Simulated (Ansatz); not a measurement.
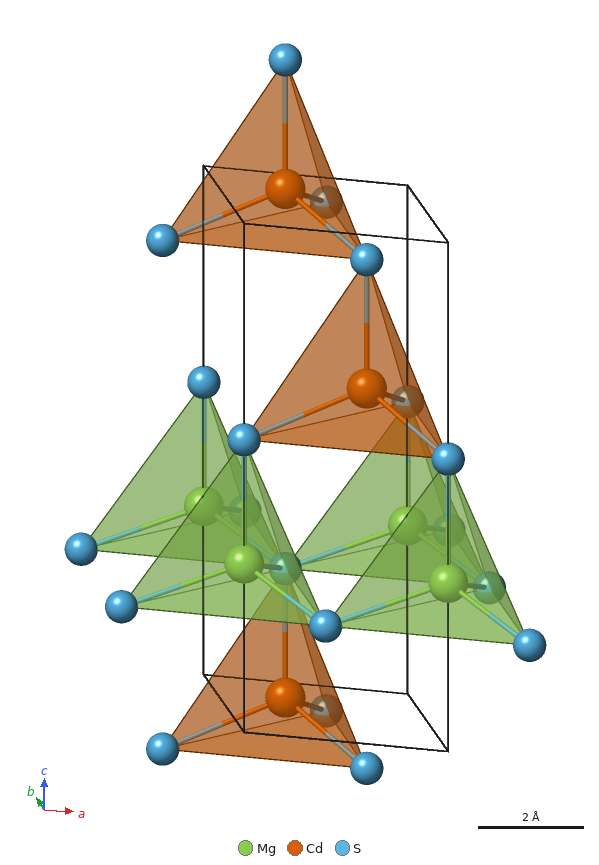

Polyhedral drawing of the structure, looking slightly off an axis. One conventional unit cell is framed, with atoms on its boundary repeated. Some atoms of the next cells are drawn as well.

MgCd$_{2}$S$_{3}$, space group P3m1 (No. 156), a = 4.139 Å, b = 4.139 Å, c = 10.121 Å, α = 90.00°, β = 90.00°, γ = 120.00°. The starting point was a structure type filled with these elements by a generator (whether the compound takes this form wasn't checked). Earlier steps of the study, as a rule a relaxation of our own, may have changed the cell and positions, so they can lie some per cent off the listed ones. It was the input of a calculation with Ansatz.

This one geometry was computed with Ansatz (DFT, plane waves, PAW) at three levels of theory: HSE06, PBE and LDA.

### Which level gives the highest pressure at this volume, and what does that say about its equilibrium volume?

Highest: PBE (0.0 GPa), which points to the largest equilibrium volume. Lowest, with the smallest volume: LDA (-4.3 GPa). Levels within 0.5 GPa of each other can't be told apart.

### How does the band gap change with the level of theory?

LDA: a gap of 1.26 eV, direct; PBE: a gap of 1.53 eV, direct; HSE06: a gap of 2.54 eV, direct.

### Collect the results in a table.

| level | cutoff (eV) | k-mesh of the run's cell | gap (eV) | pressure (GPa) |
| --- | --- | --- | --- | --- |
| HSE06 | 420 | 6×6×2 | 2.54 | -1.1 |
| PBE | 420 | 12×12×4 | 1.53 | 0.0 |
| LDA | 420 | 12×12×4 | 1.26 | -4.3 |

Gaps are taken on the k-mesh or band path of each run.
